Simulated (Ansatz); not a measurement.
# CH4Si+ (quartet): wave-function methods side by side, cc-pVTZ

Aim: climb from Hartree-Fock through coupled cluster and multireference methods for CH4Si+ (quartet) at one geometry and basis, and see what each rung misses.

The runs use Ansatz 0.2.0, Gaussian basis; cc-pVTZ, core rule «outside noble gas», up to 6 orbitals frozen.

The runs, in order: UHF; CCSD(T) on ROHF; CCSD(T) on UHF; BCCD(T) on ROHF; CCSDT(Q) on ROHF; CCSDT(Q) on UHF; CASSCF and NEVPT2, 11 electrons in 12 orbitals.

6 further runs of the same task are left out: 6 set aside as unsound or not needed.

**1. The system**

The geometry is a PBE0/def2-TZVP stationary point (not a proven minimum) of the parent state, kept for this charge and spin.

6 atoms, charge 1, spin multiplicity 4.

Atoms are counted from 1 here; the program's logs count them from 0.

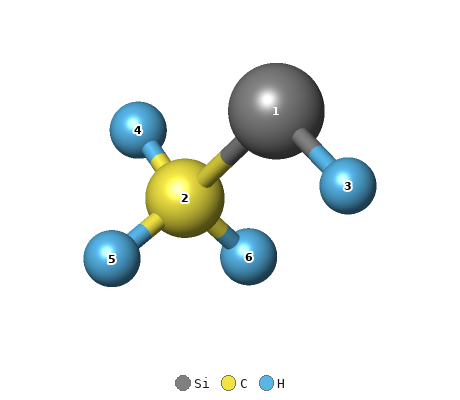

The geometry (silicon grey, carbon yellow, hydrogen blue); atoms are numbered from 1 in the order of the file.

Coordinates:

| atom | x (Å) | y (Å) | z (Å) |
| --- | --- | --- | --- |
| Si1 | 0.00000 | -0.08640 | 0.64648 |
| C2 | 0.00000 | 0.07919 | -1.23074 |
| H3 | 0.00000 | 1.14880 | 1.48090 |
| H4 | 0.00000 | -0.91111 | -1.68949 |
| H5 | 0.89082 | 0.61312 | -1.56977 |
| H6 | -0.89082 | 0.61312 | -1.56977 |

**2. UHF**

File in.yaml:

```yaml
crystal:
  periodic: [false, false, false]
  atoms:
    - {symbol: Si, position_ang: [0.000000, -0.086402, 0.646481]}
    - {symbol: C, position_ang: [0.000000, 0.079187, -1.230736]}
    - {symbol: H, position_ang: [0.000000, 1.148798, 1.480897]}
    - {symbol: H, position_ang: [0.000000, -0.911108, -1.689492]}
    - {symbol: H, position_ang: [0.890815, 0.613122, -1.569773]}
    - {symbol: H, position_ang: [-0.890815, 0.613122, -1.569773]}
basis:
  gaussian: {orbitals: cc-pVTZ}
total_charge: 1
magnetization: {spin_polarized: true, initial_magnetization: 3}
hamiltonian: {xc: hf}
output: {orbitals: {seedname: orbitals}}
```

Run with:

```console
> ansatz run in.yaml --threads 1 --pin off --events-out ev --progress --plain --max-ram 4096MiB --backend cpu
```

The runs that follow: CCSD(T) on ROHF; CCSD(T) on UHF; BCCD(T) on ROHF; CCSDT(Q) on ROHF; CCSDT(Q) on UHF; CASSCF and NEVPT2, 11 electrons in 12 orbitals.

Q: Predict the results of all the runs planned. Wanted: UCCSDT(Q) below the RHF energy; RMP2 from UCCSDT(Q); UMP2 from UCCSDT(Q); RCCSD from UCCSDT(Q); RCCSD(T) from UCCSDT(Q); UCCSD(T) from UCCSDT(Q); RCCSDT(Q) from UCCSDT(Q); NEVPT2 valence from UCCSDT(Q); T1 diagnostic.

The runs gave:

| quantity | value |
| --- | --- |
| UCCSDT(Q) below the RHF energy | -7.7200 eV |
| RMP2 from UCCSDT(Q) | +130.4 kJ/mol |
| UMP2 from UCCSDT(Q) | +127.4 kJ/mol |
| RCCSD from UCCSDT(Q) | +31.7 kJ/mol |
| RCCSD(T) from UCCSDT(Q) | +5.1 kJ/mol |
| UCCSD(T) from UCCSDT(Q) | +4.8 kJ/mol |
| RCCSDT(Q) from UCCSDT(Q) | +0.4 kJ/mol |
| NEVPT2 valence from UCCSDT(Q) | +115.7 kJ/mol |
| levels within 1 kcal/mol (43 meV) | RCCSDT, UCCSDT, RCCSDT(Q) |
| T1 diagnostic | 0.045 |
| effectively unpaired electrons | 3.02 |

In words: RCCSD(T) lands +5.1 kJ/mol from the yardstick (0.7 % of the correlation energy). The occupations are near whole numbers, but T1 = 0.045 shows that the orbitals relax strongly. These misses are within one basis, not against nature; the frozen cores of restricted and unrestricted runs differ, which can shift their rows.
